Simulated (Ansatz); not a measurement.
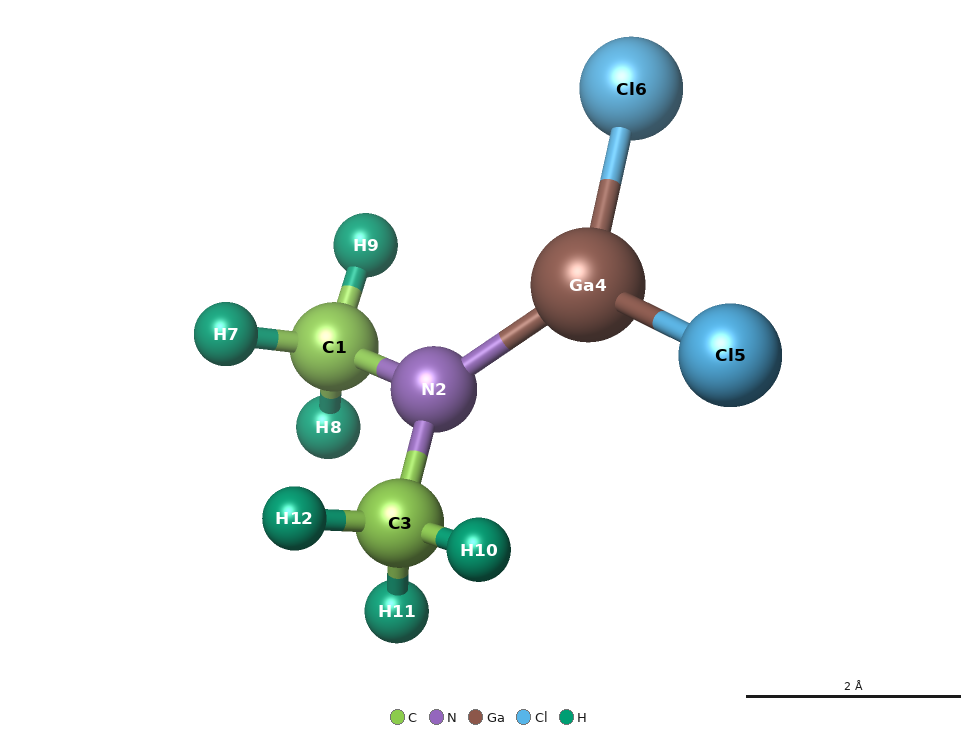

Numbered structure. Computed geometry: PBE0-D4/def2-TZVP optimisation.

### Describe the coordination of atom 1.

C1 has 4 neighbours (N2 at 1.44, H7 at 1.10, H8 at 1.10, H9 at 1.09 Å); the arrangement is tetrahedral.

### What is the geometry at Ga4?

Ga4 has 3 neighbours (N2 at 1.80, Cl5 at 2.13, Cl6 at 2.13 Å); the arrangement is trigonal planar.

### What is the geometry at N2?

N2 has 3 neighbours (C1 at 1.44, C3 at 1.44, Ga4 at 1.80 Å); the arrangement is trigonal planar.

### What is the dihedral angle C1–N2–Ga4–Cl6?

0° in size, that is syn (eclipsed).
